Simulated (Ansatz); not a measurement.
**Single-point calculation of CH7BN2Si**

CH7BN2Si, SMILES BN[SiH]1CN1, computed with RKS B2PLYP (frozen core)/def2-TZVPP (Ansatz 0.2.0).

The geometry comes from this level: PBE0-D4/def2-TZVP.

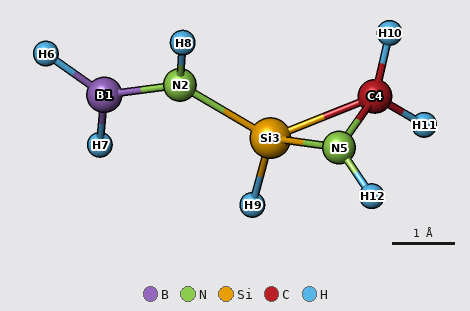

*The structure (ball-and-stick view, seen at a tilt; atoms are numbered from 1 in the order of the input).*

Results in brief

```csv
quantity,value
outcome,converged
total energy,−12680.5052 eV
mean-field energy,−12673.2964 eV
SCF solution under orbital rotations,stable
hardware,"4 threads of Arm Neoverse V1, 23 GiB of memory available, shared host"
wall time,5.5 s (CPU time 21 s)
peak memory,0.69 GiB
```

The input
```yaml
crystal:
  periodic: [false, false, false]
  atoms:
    - {symbol: B, position_ang: [-0.728549, -2.066241, 1.142957]}
    - {symbol: N, position_ang: [-0.015148, -0.879657, 0.932264]}
    - {symbol: Si, position_ang: [-0.047212, 0.083575, -0.500831]}
    - {symbol: C, position_ang: [0.099037, 1.900387, -0.562301]}
    - {symbol: N, position_ang: [1.316805, 1.048090, -0.805779]}
    - {symbol: H, position_ang: [-0.632833, -2.639203, 2.189312]}
    - {symbol: H, position_ang: [-1.424870, -2.485236, 0.262966]}
    - {symbol: H, position_ang: [0.572535, -0.540526, 1.682194]}
    - {symbol: H, position_ang: [-0.781476, -0.649701, -1.548956]}
    - {symbol: H, position_ang: [0.179043, 2.547392, 0.308924]}
    - {symbol: H, position_ang: [-0.318478, 2.417934, -1.426831]}
    - {symbol: H, position_ang: [1.858147, 1.207988, -1.639721]}
basis:
  gaussian: {orbitals: def2-TZVPP}
hamiltonian: {xc: {name: B2PLYP}}
```

Command:
```bash
ansatz run in.yaml --threads 4 --pin off --events-out ev --progress --plain --max-ram 10444MiB
```

What the program printed
```
Functional definition: B2PLYP
  name "B2PLYP"
  cite "Grimme, J. Chem. Phys. 124, 034108 (2006) doi:10.1063/1.2148954"
  cite "Becke, Phys. Rev. A 38, 3098 (1988) doi:10.1103/PhysRevA.38.3098"
  cite "Lee, Yang & Parr, Phys. Rev. B 37, 785 (1988) doi:10.1103/PhysRevB.37.785"
  parameter a = 0.53
  parameter c = 0.27
  exchange = (1 - a)*b88_x + a*exact_x
  correlation = (1 - c)*lyp_c + c*(mp2_os + mp2_ss)
1542 factors; integrals over basis functions are off by at most 9.0e-4 eV
mean field evaluation 1: about -12664.4978 eV, gradient 6.6e1 eV
mean field evaluation 2: about -12664.6483 eV, gradient 6.6e1 eV
mean field evaluation 4: about -12673.1904 eV, gradient 6.6e0 eV
mean field evaluation 8: about -12673.2951 eV, gradient 7.4e-1 eV
mean field evaluation 16: about -12673.2962 eV, gradient 2.7e-4 eV
mean field -12673.29621865 eV, -465.7350457667 hartree, gradient 6.1e-6 eV, S^2 0.000000; 0 other end points of the search recorded, 0 dependent functions left out
9 core orbitals not correlated: weight in the atoms' cores, before any rotation towards them, 1.000 or more for the frozen orbitals, at most 0.000 for the correlated occupied ones
reference -12673.29640555 eV, -465.7350526351 hartree; 14, 14 occupied and 241, 241 virtual orbitals, 1542 factors
second order -26.69908364 eV of doubles, -0.00000000 eV of singles
Total energy: -12680.50515813 eV, -465.9999694062 hartree
```
